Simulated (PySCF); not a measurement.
Molecule: C4H11S (cation, charge +1), SMILES [SH2+]C(C)(C)C. Atoms near the plane z = 0.0 Å, at the GFN2-xTB optimised geometry (x, y, z in Å): C1 (1.0, 0.7, -1.0), C2 (0.1, 0.1, 0.0), C4 (-1.4, 0.3, -0.3), S5 (0.3, -1.8, 0.0), H6 (0.9, 1.8, -1.1), H8 (2.0, 0.5, -0.8), H12 (-2.0, -0.2, 0.4), H14 (-1.6, 1.4, -0.3), H16 (1.7, -1.8, 0.0).

Calculation: PySCF with CAM-B3LYP/def2-TZVP. Cells within 0.4 Å of a nucleus heavier than hydrogen are left out (blank, or x). The values are rescaled to run from 0 to 1.

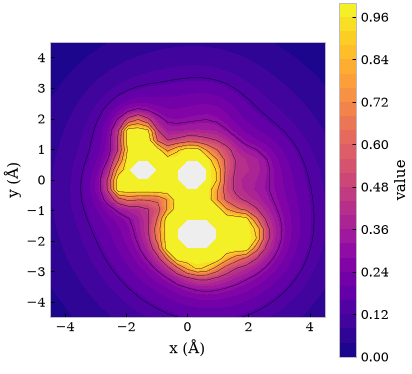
a field on the plane z = 0.0 Å.

Q: Which quantity is mapped?
A. electrostatic potential
B. Laplacian of the electron density
C. an orbital amplitude
D. log10 of the electron density

A: A, electrostatic potential. In full: electrostatic potential (hartree/e), clipped to [0.08, 0.49].
